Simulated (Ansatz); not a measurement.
The figure comes from a scan of ZnCu$_{2}$SnSe$_{4}$ (space group I-42m): the cell is scaled evenly about its relaxed volume V₀. Level of theory: r2SCAN (plane waves to 500 eV, PAW, scalar-relativistic; Ansatz, an electronic-structure program). k mesh 8×8×8 (Γ-centred), Fermi-Dirac smearing 0.05 eV. E stands for the smeared free energy. At this level the bands of ZnCu2SnSe4 touch or barely overlap. ZnCu2SnSe4 is run without spin polarisation. ZnCu2SnSe4 was relaxed with its symmetry unable to fall. ΔE is measured from the relaxed starting cell.

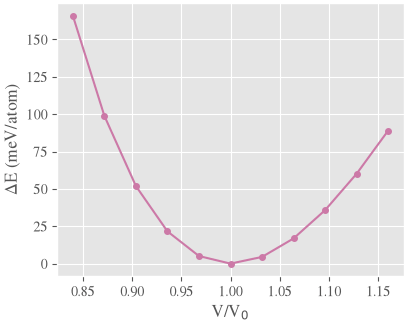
Fig. 1. ΔE (meV/atom) against V/V₀; markers are the computed points, lines only join them.

Task: Turn the plot into a table (rounded to what can be read).

Result: To the nearest 5:

```json
[
 {"V/V₀": "0.840", "ΔE (meV/atom)": "165"},
 {"V/V₀": "0.872", "ΔE (meV/atom)": "100"},
 {"V/V₀": "0.904", "ΔE (meV/atom)": "50"},
 {"V/V₀": "0.936", "ΔE (meV/atom)": "20"},
 {"V/V₀": "0.968", "ΔE (meV/atom)": "5"},
 {"V/V₀": "1.000", "ΔE (meV/atom)": "0"},
 {"V/V₀": "1.032", "ΔE (meV/atom)": "5"},
 {"V/V₀": "1.064", "ΔE (meV/atom)": "15"},
 {"V/V₀": "1.096", "ΔE (meV/atom)": "35"},
 {"V/V₀": "1.128", "ΔE (meV/atom)": "60"},
 {"V/V₀": "1.160", "ΔE (meV/atom)": "90"}
]
```

(A scan under strain: stresses follow from slopes of the energy per volume, elastic moduli from its curvatures.)
